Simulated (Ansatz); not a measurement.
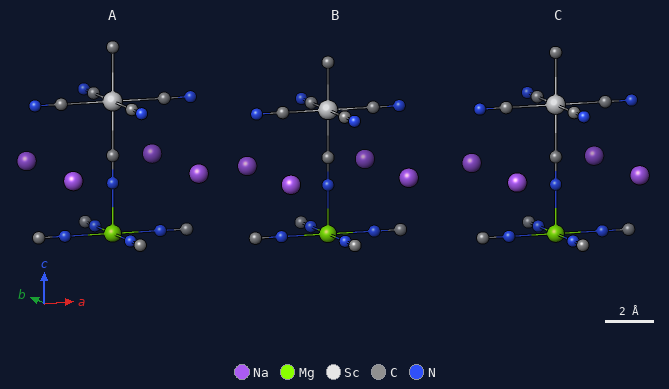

3 geometries from one relaxation of a crystal of Na2MgScC6N6 (a generated structure, set up in Fm-3m) (coarse preliminary run), in shuffled order. Style: ball-and-stick. Shown: the atoms within 5.0 Å of the atom that moves most (axes of the conventional cell (4 times the calculation's cell)), slightly off an axis. Lengths and directions refer to the drawn axes.

Theory: Ansatz, DFT PBE, scalar-relativistic, plane waves, PAW. Set-up: plane-wave cutoff 420 eV; k-point mesh 4 × 4 × 4; occupations gaussian; smearing width 0.1 eV; no spin polarisation; cell and atoms relaxed; force threshold 0.04 eV/Å; at most 70 steps.

> Order the frames from highest to lowest energy.

B, C, A. They are steps 0, 1, 6, at +182 meV per atom, +24.2 meV per atom relative to the last. The largest moves relative to the cell, 0.15 Å, are those of C atoms. Largest moves by element: C 0.15 Å, N 0.08 Å. Sc and Na and Mg stay in place. The volume changes by +21.0 %, with a = b = c 10.534 → 11.226 Å (+6.6 %). Near-neighbour distances that change, for instance: C–Sc 2.022 → 2.304 Å, Mg–N 2.075 → 2.135 Å. The space group stays Fm-3m (No. 225). Over 4 accepted moves (6 points after the start) the energy falls by 182 meV per atom. Largest force component: 3 eV/Å at the start, 0.018 eV/Å at the end. The pressure goes from 11.15 to 0.15 GPa. At 2 points the geometry stayed and the basis and grid were re-selected for the new cell (energy shift of 13.2 meV per atom at most each time). The run took 100 s on 1 thread of Arm Neoverse V2, on a shared host, peak memory 0.62 GiB.
